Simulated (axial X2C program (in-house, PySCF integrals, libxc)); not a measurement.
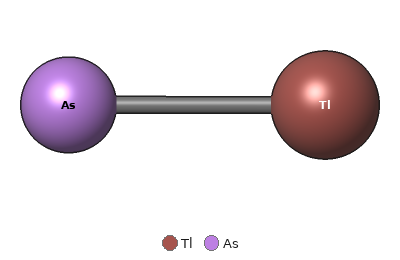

*The molecule at the reference distance of 2.794 Å.*

# Run report: TlAs, relativistic diatomic calculation

TlAs, single determinant with Ω = 1. The distance is the PBE0 minimum at charge 0. Computed at this level: expectation values, HF and Kohn-Sham, two-component X2C with atomic mean-field Coulomb and Gaunt terms, Tl dyall-cv3z, As dyall-cv3z (cores contracted) (axial X2C program (in-house, PySCF integrals, libxc)).

### Summary

- outcome: converged; the levels of theory disagree widely
- hardware: 1 thread of Arm Neoverse V1, 24 GiB of memory available, shared host
- wall time: 11 s
- peak memory: 0.63 GiB

### Input file
```
{"zs": [81, 33], "q": 0, "bas": ["dyall-cv3z", "dyall-cv3z"], "r0": 2.65, "levels": ["PBE0", "HF", "PBE50", "BP86", "B3LYP"], "nst": 3}
```

The line is the task of a batch: nuclear charges, charge, bases, the levels to run, a first guess of the distance and further settings. This report covers the levels named above. The log is that of the reference distance, started from orbitals converged before.

The run was one of a batch that the task file lists, launched with:
```bash
python <driver script> task.json out
```

### The program's output
```
two-component X2C + atomic mean field  PBE0
basis functions 265  fitting functions 1457  grid points 5804
iter        total energy     max residual
   1     -22514.066887467     6.47e-05
   2     -22514.066887468     5.72e-06
converged
one-electron -31863.69053248  Coulomb 9334.07693714  exact exchange -115.81363722  xc functional -354.76860344  nuclear repulsion 506.26008761  atomic mean-field constant -20.13113908
```

### Expectation values by level of theory

```csv
quantity,PBE0,HF,PBE50,BP86,B3LYP
effective field for an electron dipole moment (GV/cm),−0.998,30.9,1.54,−2.29,−2.63
field gradient at the first nucleus (a.u.),−11.3,−11.8,−11.8,−10.7,−10.9
field gradient at the second nucleus (a.u.),−3.47,−3.02,−3.35,−3.66,−3.56
"A∥/gI, first nucleus (MHz)",−306,−380,−289,−326,−271
"A∥/gI, second nucleus (MHz)",−520,−444,−498,−506,−474
```

Each column comes from one determinant with 2 or more unpaired spinors, which can mix states, in a basis with contracted cores. The levels disagree widely: the effective field runs from −2.63 to 30.9 GV/cm. They may not all have settled in the same state, and these values aren't reliable properties of the molecule.

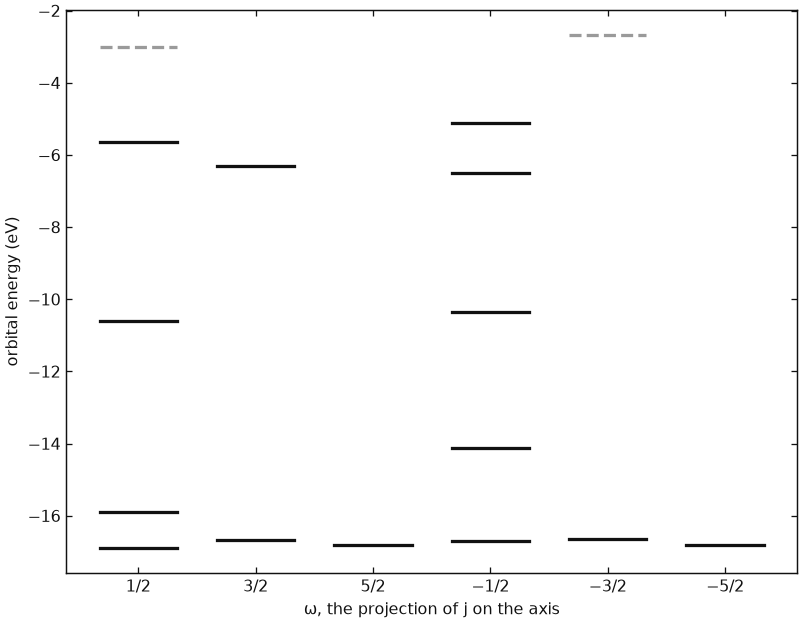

*Orbital energies (PBE0) near the frontier at 2.79 Å, filled (solid) and empty (dashed).*

The highest filled spinor (−1/2; 55 % As p, 36 % Tl p) lies at −5.13 eV, the lowest empty one (1/2; 58 % As p, 39 % Tl p) at −3.00 eV.
